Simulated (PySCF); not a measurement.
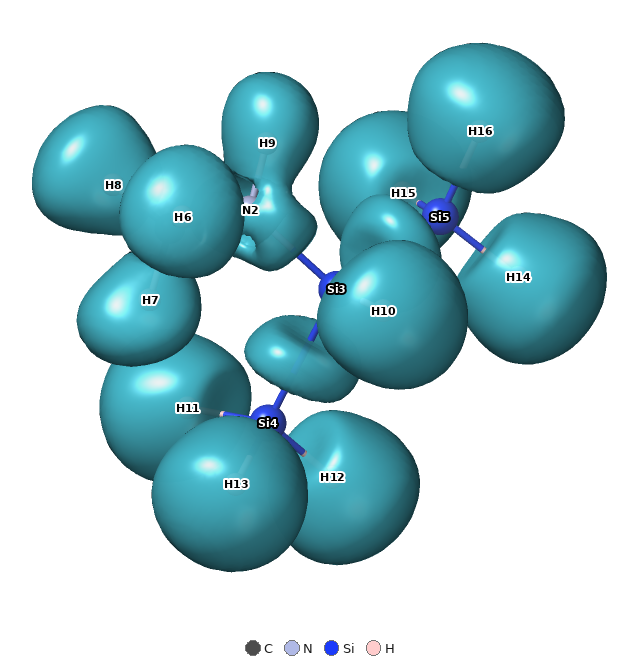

Figure 1: CH11NSi3 (SMILES CN[SiH]([SiH3])[SiH3]). Isosurface of the ELF at 0.75 (cyan), seen at a tilt. Core shells and regions of very low density are left out.

Geometry: GFN2-xTB.

These are results of PBE0/pcSseg-1, SCF density, gas phase, non-relativistic (PySCF 2.14.0), not measurements.

```xyz
16

C    -0.8847    2.1049   -0.5526
N     0.2455    1.2394   -0.3235
Si    0.1531   -0.2148    0.6100
Si   -1.5773   -1.4712   -0.2896
Si    2.2908   -1.0921    0.5487
H    -1.0584    2.7986    0.2788
H    -1.7774    1.4937   -0.6751
H    -0.7371    2.6901   -1.4630
H     1.1043    1.7686   -0.2949
H    -0.1987    0.0906    2.0291
H    -1.7243   -1.3315   -1.7421
H    -1.3646   -2.8999   -0.0360
H    -2.9046   -1.1607    0.2589
H     2.3318   -2.3286    1.3324
H     2.7501   -1.4437   -0.7976
H     3.3441   -0.2344    1.1050
```

What do the ELF domains correspond to?

Answer. The surface consists of two regions between bonded Si–Si atoms (shared pairs), ten regions around hydrogen nuclei and one joined region spread over several atoms (H, N), in which their bonds and any lone pairs are merged.

Values along the shortest contacts:
C–N (1.44 Å): the ELF peaks at about 0.90 between the atoms (a shared electron pair). Si–N (1.73 Å): the ELF peaks at about 0.90 between the atoms; a shared but strongly polarised pair.
